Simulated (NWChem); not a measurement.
# C2H3F2O (SMILES OC[C](F)F): levels of theory compared

We compute a comparison of 4 runs (UHF/STO-3G, UHF/3-21G, UB3LYP/6-31G*) of C2H3F2O. 

The calculation is run with NWChem 7.3.0.

### 1 The system as given

The species is C2H3F2O (8 atoms), meant as a doublet with charge 0. As SMILES, `OC[C](F)F`. The coordinates come from a GFN2-xTB relaxation. This is one conformer, not always the lowest.

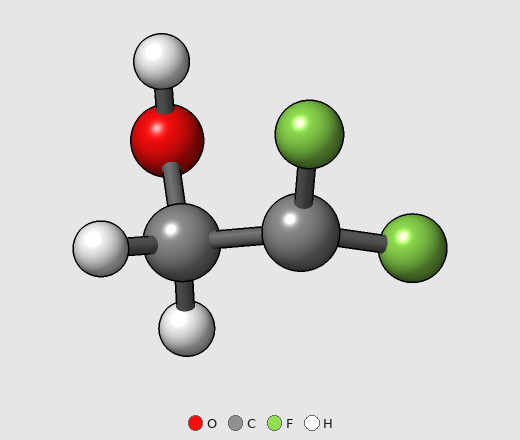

Viewed from a chosen angle; oxygen red, carbon grey, fluorine green, hydrogen white.

### 2 Energy and forces at UHF/STO-3G (run 1)

Contents of run.py:

```python
from ase import Atoms
from ase.calculators.nwchem import NWChem

atoms = Atoms(['O', 'C', 'C', 'F', 'F', 'H', 'H', 'H'], positions=[
    [-0.924940, 0.490930, 0.966320],
    [0.199650, -0.261710, 0.561820],
    [0.341400, -0.321040, -0.924080],
    [-0.548360, -1.020380, -1.631110],
    [0.602950, 0.832220, -1.561100],
    [-0.834760, 1.403350, 0.664120],
    [1.125620, 0.149100, 0.984050],
    [0.038450, -1.272470, 0.939980],
])

calc = NWChem(
    label='a',
    theory='scf',
    memory='2200 mb',
    basis='STO-3G',
    basispar='spherical bse',
    scf={'nopen': '1', 'uhf': None, 'thresh': '1e-08', 'maxiter': '80', 'print': 'low'},
)
atoms.calc = calc

forces = atoms.get_forces()
print("Total energy (eV):", round(atoms.get_potential_energy(), 6))
print("forces (eV/A):")
for s, f in zip(atoms.symbols, forces):
    print(f"{s:2s} {f[0]:10.5f} {f[1]:10.5f} {f[2]:10.5f}")
```

Command:

```bash
$ export ASE_NWCHEM_COMMAND="nwchem PREFIX.nwi > PREFIX.nwo"
$ python run.py
```

The program printed:

```text
Total energy (eV): -9426.404699
forces (eV/A):
O    -1.94530   -1.15545    1.53012
C     0.41827    0.38423    1.24920
C     1.03379   -0.29532   -1.55089
F    -0.89773   -0.87654   -0.39086
F     0.34052    0.93547   -0.19628
H     0.79699    1.32443   -0.78907
H     0.08762   -0.22811    0.03589
H     0.16584   -0.08870    0.11189
```

The calculator wrote a.nwi:

```
title "a"

permanent_dir a

scratch_dir a

start a

geometry units angstrom nocenter noautosym noautoz
  O  -9.2493999999999998e-01 4.9092999999999998e-01 9.6631999999999996e-01
  C  1.9964999999999999e-01 -2.6171000000000000e-01 5.6181999999999999e-01
  C  3.4139999999999998e-01 -3.2103999999999999e-01 -9.2408000000000001e-01
  F  -5.4835999999999996e-01 -1.0203800000000001e+00 -1.6311100000000001e+00
  F  6.0294999999999999e-01 8.3221999999999996e-01 -1.5610999999999999e+00
  H  -8.3475999999999995e-01 1.4033500000000001e+00 6.6412000000000004e-01
  H  1.1256200000000001e+00 1.4910000000000001e-01 9.8404999999999998e-01
  H  3.8449999999999998e-02 -1.2724700000000000e+00 9.3998000000000004e-01
end

memory 2200 mb

basis spherical bse noprint
   * library STO-3G
end

scf
  nopen 1
  uhf
  thresh 1e-08
  maxiter 80
  print low
end

task scf gradient
```

a.nwo:

```text
Northwest Computational Chemistry Package (NWChem) 7.3.0
             --------------------------------------------------------

           Job information
           ---------------

    nwchem branch   = 7.3.0
    use scalapack   = T
    input           = a.nwi
    prefix          = a.
    data base       = a/a.db
    status          = startup
    nproc           =        1

           Memory information
           ------------------

[... 5 lines left out ...]
    hardfail = no
[... 111 lines left out ...]
       Final UHF  results
[... 3 lines left out ...]
      One electron energy =   -846.799624959712
[... 1 line left out ...]
 Nuclear repulsion energy =    182.985135428937
[... 7 lines left out ...]
                              NWChem Gradients Module
                              -----------------------

                         UHF ENERGY GRADIENTS

    atom               coordinates                        gradient
                 x          y          z           x          y          z
   1 O      -1.747883   0.927723   1.826080    0.037830   0.022470  -0.029756
   2 C       0.377284  -0.494560   1.061686   -0.008134  -0.007472  -0.024293
   3 C       0.645152  -0.606678  -1.746258   -0.020104   0.005743   0.030160
[... 4 lines of this table left out ...]
   8 H       0.072660  -2.404620   1.776305   -0.003225   0.001725  -0.002176

 Task  times  cpu:        1.3s     wall:        1.3s
 Total times  cpu:        1.3s     wall:        1.3s
```

Wall time 2.1 s (1 thread of AMD EPYC 9R45 (Zen 5), shared host); peak memory 0.1 GiB.

### 3 Energy and forces at UHF/3-21G (run 2)

Contents of sp.xyz:

```xyz
8
C2H3F2O
O     -0.924940     0.490930     0.966320
C      0.199650    -0.261710     0.561820
C      0.341400    -0.321040    -0.924080
F     -0.548360    -1.020380    -1.631110
F      0.602950     0.832220    -1.561100
H     -0.834760     1.403350     0.664120
H      1.125620     0.149100     0.984050
H      0.038450    -1.272470     0.939980
```

Contents of run.py:

```python
from ase.io import read
from ase.calculators.nwchem import NWChem

molecule = read('sp.xyz')

calc = NWChem(
    label='sp',
    theory='scf',
    memory='2200 mb',
    basis='3-21G',
    basispar='spherical bse',
    scf={'nopen': '1', 'uhf': None, 'thresh': '1e-08', 'maxiter': '80'},
)
molecule.calc = calc

forces = molecule.get_forces()
print(f"energy = {molecule.get_potential_energy():.6f} eV")
print("forces (eV/A):")
for s, f in zip(molecule.symbols, forces):
    print(f"{s:2s} {f[0]:10.5f} {f[1]:10.5f} {f[2]:10.5f}")
```

Command:

```bash
$ export ASE_NWCHEM_COMMAND="nwchem PREFIX.nwi > PREFIX.nwo"
$ python run.py
```

The program printed:

```text
energy = -9503.156654 eV
forces (eV/A):
O    -0.80532    0.57289    0.26853
C     0.82815   -0.65764    0.01918
C     0.72819   -0.49237    0.26457
F    -0.56605   -0.42984   -0.09210
F     0.09642    0.70042    0.03882
H    -0.11256    0.15488    0.03918
H    -0.37970   -0.34602   -0.30318
H     0.21083    0.49766   -0.23500
```

The calculator wrote sp.nwi:

```
title "sp"

permanent_dir sp

scratch_dir sp

start sp

geometry units angstrom nocenter noautosym noautoz
  O  -9.2493999999999998e-01 4.9092999999999998e-01 9.6631999999999996e-01
  C  1.9964999999999999e-01 -2.6171000000000000e-01 5.6181999999999999e-01
  C  3.4139999999999998e-01 -3.2103999999999999e-01 -9.2408000000000001e-01
  F  -5.4835999999999996e-01 -1.0203800000000001e+00 -1.6311100000000001e+00
  F  6.0294999999999999e-01 8.3221999999999996e-01 -1.5610999999999999e+00
  H  -8.3475999999999995e-01 1.4033500000000001e+00 6.6412000000000004e-01
  H  1.1256200000000001e+00 1.4910000000000001e-01 9.8404999999999998e-01
  H  3.8449999999999998e-02 -1.2724700000000000e+00 9.3998000000000004e-01
end

memory 2200 mb

basis spherical bse noprint
   * library 3-21G
end

scf
  nopen 1
  uhf
  thresh 1e-08
  maxiter 80
end

task scf gradient
```

sp.nwo:

```text
Northwest Computational Chemistry Package (NWChem) 7.3.0
             --------------------------------------------------------

           Job information
           ---------------

    nwchem branch   = 7.3.0
    use scalapack   = T
    input           = sp.nwi
    prefix          = sp.
    data base       = sp/sp.db
    status          = startup
    nproc           =        1

           Memory information
           ------------------

[... 5 lines left out ...]
    hardfail = no
[... 127 lines left out ...]
 1-e energy   =    -846.392197
[... 9 lines left out ...]
 Convergence threshold     :          1.000E-08
[... 17 lines left out ...]
      One electron energy =   -847.019214166883
[... 9 lines left out ...]
          Final alpha eigenvalues
[... 259 lines left out ...]
                     UHF Final Beta Molecular Orbital Analysis
[... 277 lines left out ...]
                 ----------------------------------------
                 |  Time  |  1-e(secs)   |  2-e(secs)   |
                 ----------------------------------------
                 |  CPU   |       0.00   |       0.19   |
                 ----------------------------------------
                 |  WALL  |       0.00   |       0.19   |
                 ----------------------------------------

 Task  times  cpu:        1.7s     wall:        1.7s
 Total times  cpu:        1.7s     wall:        1.7s
```

Run time: 2.6 s. Hardware: 1 thread of AMD EPYC 9R45 (Zen 5), shared host; peak memory 0.098 GiB.

Run 3 isn't shown in full; the table further down has it.

### 4 Energy and gradient at UB3LYP/6-31G(d) (Cartesian functions) (run 4)

Contents of a.nw:

```
start a
memory 2200 mb
geometry units angstroms noautosym nocenter noautoz
 O       -0.924940       0.490930       0.966320
 C        0.199650      -0.261710       0.561820
 C        0.341400      -0.321040      -0.924080
 F       -0.548360      -1.020380      -1.631110
 F        0.602950       0.832220      -1.561100
 H       -0.834760       1.403350       0.664120
 H        1.125620       0.149100       0.984050
 H        0.038450      -1.272470       0.939980
end
basis
 * library 6-31G*
end
dft
 xc b3lyp
 mult 2
 grid xfine
 convergence energy 1e-08
 iterations 100
 mulliken
 print medium
end
task dft gradient
```

Command:

```bash
$ nwchem a.nw > a.out
```

The program printed:

```text
[...]
          Wavefunction type:  spin polarized.
          No. of atoms     :     8
          No. of electrons :    41
[...]
          Charge           :     0
          Spin multiplicity:     2
[...]
          AO basis - number of functions:    81
[...]
              XC Information
              --------------
                         B3LYP Method XC Potential
                     Hartree-Fock (Exact) Exchange  0.200
                        Slater Exchange Functional  0.800 local
                    Becke 1988 Exchange Functional  0.720 non-local
              Lee-Yang-Parr Correlation Functional  0.810
                  VWN I RPA Correlation Functional  0.190 local
[...]
 d= 0,ls=0.0,diis     1   -352.6876391307 -5.36D+02  1.13D-02  3.53D-01     2.6
[...]
 d= 0,ls=0.0,diis    12   -352.8340450535 -7.01D-10  1.09D-07  1.64D-10    31.1
[...]
         Total DFT energy =     -352.834045053494
      One electron energy =     -850.173557752072
           Coulomb energy =      355.855313200747
    Exchange-Corr. energy =      -41.500935931107
 Nuclear repulsion energy =      182.985135428937
[...]
      Total Density - Mulliken Population Analysis
     ---------------------------------------------
    Atom       Charge   Shell Charges
 -----------   ------   -------------------------------------------------------
    1 O    8     8.60   1.99  0.90  2.92  0.97  1.78  0.03
    2 C    6     6.12   1.99  0.69  2.07  0.56  0.75  0.05
    3 C    6     5.53   1.99  0.72  1.84  0.40  0.51  0.06
    4 F    9     9.24   1.99  0.95  3.31  0.95  1.97  0.06
    5 F    9     9.25   1.99  0.95  3.31  0.96  1.98  0.06
    6 H    1     0.60   0.48  0.12
    7 H    1     0.85   0.53  0.31
    8 H    1     0.82   0.53  0.29
[...]
      <S2> =      0.7526 (Exact =     0.7500)
[...]
  wavefunction    = open shell
[...]
```

It took 36 s on 1 thread of AMD EPYC 9R45 (Zen 5), shared host; peak memory 0.15 GiB.

### 5 The series

```csv
run,level,iteration cap,module,energy (Eh),⟨S²⟩,largest force (eV/Å),wall time
1,UHF/STO-3G,80,scf,-346.413986,0.758,2.731,2.1 s
2,UHF/3-21G,80,scf,-349.234568,0.758,1.058,2.6 s
3,UB3LYP/6-31G* (spherical functions),100,dft,-352.829168,0.753,0.836,32 s
4,UB3LYP/6-31G* (Cartesian functions),100,dft,-352.834045,0.753,0.843,36 s
```

### 6 Outcome

| quantity | value |
| --- | --- |
| run 4: total energy | -352.83405 Eh |
| run 4: dipole moment | 1.53 D |
| run 4: HOMO energy (highest over α and β) | -5.71 eV |
| run 4: LUMO energy (lowest over α and β) | -1.45 eV |
| run 4: ⟨S²⟩ | 0.753 |
| run 4: largest force on an atom | 0.843 eV/Å |

In words: Over runs 2, 3, 4 the dipole moment (its size) runs from 1.53 D (UB3LYP/6-31G*) to 2.25 D (UHF/3-21G). The two ends differ in method and basis. In run 1 the basis is minimal, so the values are rough. All runs together took 72 s, the longest 36 s.
